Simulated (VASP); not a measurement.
Band structure of Ag (space group Fm-3m). All values below come from PBE GGA, VASP's PBE PAW potentials (set 64) (plane waves; VASP 6.6.1).

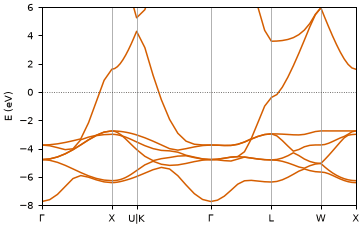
Fig. 1. Bands along high-symmetry lines, zero at the valence-band maximum or, without a gap, the Fermi level

**Question.** Read the plot: is there a gap, and where are the band edges?

**Answer.** It has no gap at this level: it comes out as a metal or semimetal.

The structure is a typed Ag crystal (Fm-3m). The cell was not relaxed at this level.
